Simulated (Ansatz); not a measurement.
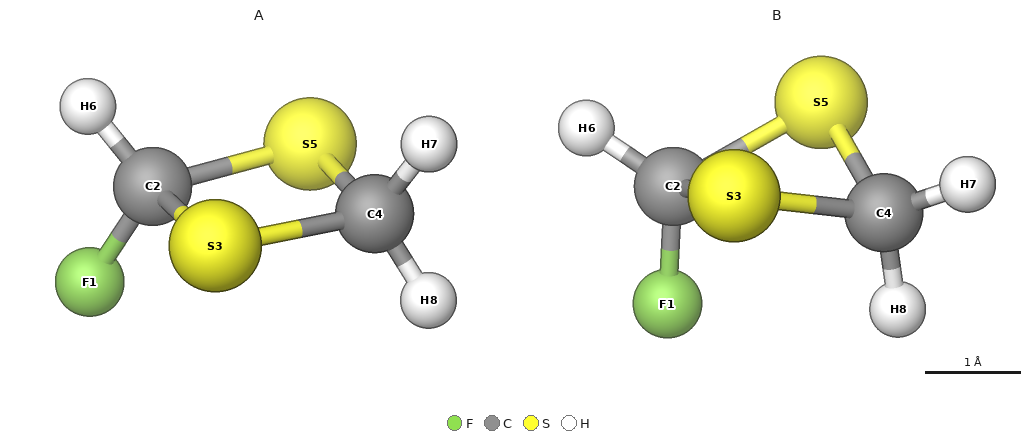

Two geometries of C2H3FS2, drawn at one scale. One is the start of a relaxation, the other its converged end. The picture is a ball-and-stick view, seen at a tilt.

Level of theory: RKS PBE0/6-31G (Ansatz). Settings: no spin polarisation; force threshold 0.02 eV/Å; at most 50 steps.

> Which geometry has the lower energy?

Structure A is the relaxed one. The run prepares an end point of a later path (hydrogen shift) calculation, from a guessed geometry. After 7 geometry steps the energy has fallen by 23.7 kcal/mol. Largest force component: 4.3 eV/Å at the start, 0.0032 eV/Å at the end. The largest move after the best rigid fit is that of F1, 0.70 Å. By element the largest moves are F 0.70 Å, H 0.59 Å, S 0.54 Å, C 0.09 Å. Among the contacts that change: S3–C4 1.802 → 1.888 Å, C2–S3 1.798 → 1.877 Å, F1–C2 1.343 → 1.404 Å, C4–S5 1.849 → 1.888 Å. Bond angles that change, for instance: S3–C2–S5 87.5° → 97.0°, S3–C4–S5 87.3° → 96.2°, F1–C2–H6 115.6° → 107.7°. Groups turn about S3–C4 by about 35°, C4–S5 by about 35°, C2–S5 by about 30°. The run took 49 s on 1 thread of Arm Neoverse N1 (shared host), peak memory 0.15 GiB.
